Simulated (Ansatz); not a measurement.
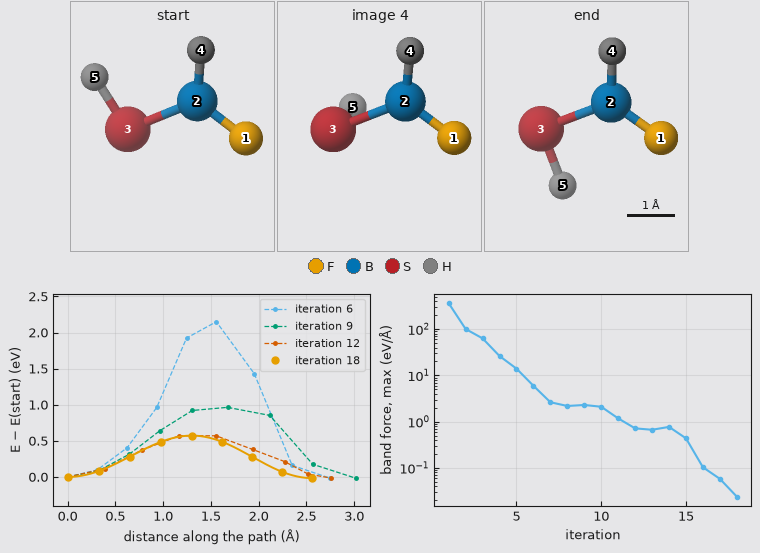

A search for the minimum-energy path of BH$_{2}$SF by the nudged elastic band. Images are numbered from 0 (start) to 8 (end). The plot follows the band through its iterations. The picture is a ball-and-stick view, seen at a tilt.

Theory: RKS B3LYP-D4/def2-SVP (Ansatz 0.2.0).

Input file:
```yaml
crystal:
  periodic: [false, false, false]
  atoms:
    - { symbol: F, position_ang: [-1.13648, -0.89659, -1.070668] }
    - { symbol: B, position_ang: [-0.418507, -0.3387, -0.10745] }
    - { symbol: S, position_ang: [0.975625, 0.700834, -0.585091] }
    - { symbol: H, position_ang: [-0.715334, -0.540552, 1.042096] }
    - { symbol: H, position_ang: [1.344595, 1.001409, 0.679713] }
basis:
  gaussian: { orbitals: def2-SVP }
hamiltonian:
  xc: b3lyp
  dispersion: d4
neb:
  order_check: false
  images: 7
  f_tol: 0.05
  max_iterations: 60
  final_atoms:
    - { symbol: F, position_ang: [-0.74429124, -0.60290639, -1.10835398] }
    - { symbol: B, position_ang: [-0.43062798, -0.34299079, 0.15330553] }
    - { symbol: S, position_ang: [0.96387583, 0.71399678, 0.57149822] }
    - { symbol: H, position_ang: [-1.08613556, -0.81876802, 1.04377896] }
    - { symbol: H, position_ang: [1.34707796, 0.97706943, -0.70162872] }
  initial_path:
    images:
      - { positions_ang: [[-1.13648, -0.89659, -1.070668], [-0.418507, -0.3387, -0.10745], [0.975625, 0.700834, -0.585091], [-0.715334, -0.540552, 1.042096], [1.344595, 1.001409, 0.679713]] }
      - { positions_ang: [[-1.15172247, -0.91238454, -1.08074615], [-0.42617834, -0.33950019, -0.10709773], [0.98035343, 0.70712183, -0.58470874], [-0.69753348, -0.52699009, 1.037753], [1.34497985, 0.99815399, 0.69339962]] }
      - { positions_ang: [[-1.16696493, -0.92817908, -1.09082429], [-0.43384967, -0.34030038, -0.10674547], [0.98508186, 0.71340966, -0.58432649], [-0.67973296, -0.51342818, 1.03341001], [1.34536471, 0.99489898, 0.70708624]] }
      - { positions_ang: [[-1.1822074, -0.94397361, -1.10090244], [-0.44152101, -0.34110057, -0.1063932], [0.9898103, 0.71969749, -0.58394423], [-0.66193245, -0.49986627, 1.02906701], [1.34574956, 0.99164396, 0.72077286]] }
      - { positions_ang: [[-1.19744986, -0.95976815, -1.11098058], [-0.44919235, -0.34190077, -0.10604094], [0.99453873, 0.72598532, -0.58356198], [-0.64413193, -0.48630436, 1.02472401], [1.34613441, 0.98838895, 0.73445948]] }
      - { positions_ang: [[-1.08416021, -0.87055271, -1.11032393], [-0.44455126, -0.34217327, -0.04120432], [0.986873, 0.72298819, -0.29479693], [-0.75463284, -0.56942027, 1.02948775], [1.3463703, 0.98555907, 0.37543743]] }
      - { positions_ang: [[-0.97087055, -0.78133727, -1.10966728], [-0.43991017, -0.34244578, 0.0236323], [0.97920728, 0.71999105, -0.00603188], [-0.86513375, -0.65253619, 1.03425148], [1.34660618, 0.98272919, 0.01641538]] }
      - { positions_ang: [[-0.85758089, -0.69212183, -1.10901063], [-0.43526907, -0.34271828, 0.08846891], [0.97154155, 0.71699391, 0.28273317], [-0.97563466, -0.7356521, 1.03901522], [1.34684207, 0.97989931, -0.34260667]] }
      - { positions_ang: [[-0.74429124, -0.60290639, -1.10835398], [-0.43062798, -0.34299079, 0.15330553], [0.96387583, 0.71399678, 0.57149822], [-1.08613556, -0.81876802, 1.04377896], [1.34707796, 0.97706943, -0.70162872]] }
```

Command:
```bash
ansatz run input.yaml --threads 1 --pin off --max-ram 2048MiB --backend cpu --events-out ev --progress --plain --runs-dir out
```

Did the band converge, and can the barrier be trusted?

The result is final at these settings. The band converged in 18 iterations. The largest component of the band force went from 360 to 0.024 eV/Å. The climbing image converged on the top of the path. Its vibrational analysis gives one imaginary mode (484i cm⁻¹), as a transition state must have. The first iteration put the highest image at 85.41 eV. The energy climbs by 0.57 eV to image 4 and then falls by 0.59 eV, so the end point sits at −0.02 eV.
